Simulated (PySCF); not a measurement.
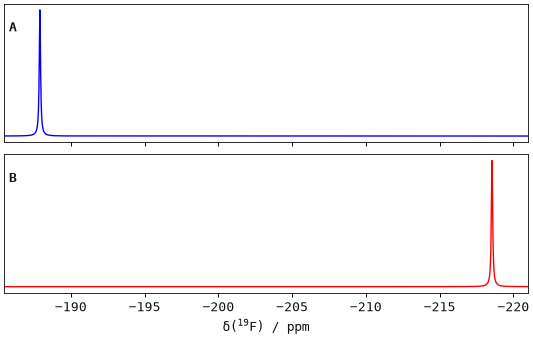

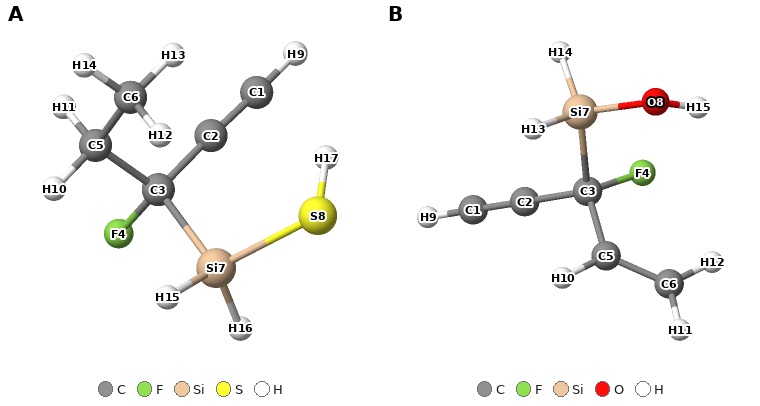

Related molecules: A is C₅H₉FSSi, SMILES C#C[C@](F)(CC)[SiH2]S; B is C₅H₇FOSi, SMILES C#C[C@](F)(C=C)[SiH2]O. GIAO ¹⁹F shifts against CFCl₃ (¹⁹F: this reference is a hard case for the method, so all values can be off together by tens of ppm, and differences between signals are safer), PBE0/pcSseg-1 in PySCF 2.14.0, at a GFN2-xTB geometry (no frequency check); fully decoupled, line heights follow the number of nuclei within a panel, widths are arbitrary (no quadrupolar broadening); values of one conformer, averaged over methyl-type rotors and exact or near symmetry; other conformers aren't averaged in.

> How does the ¹⁹F shift respond?

From A (−187.9 ppm) to B (−218.6 ppm) the nucleus is shielded by 30.7 ppm.

Caveats, for all or some of the runs: the tight-binding geometry is rougher than a DFT one and adds to the error.
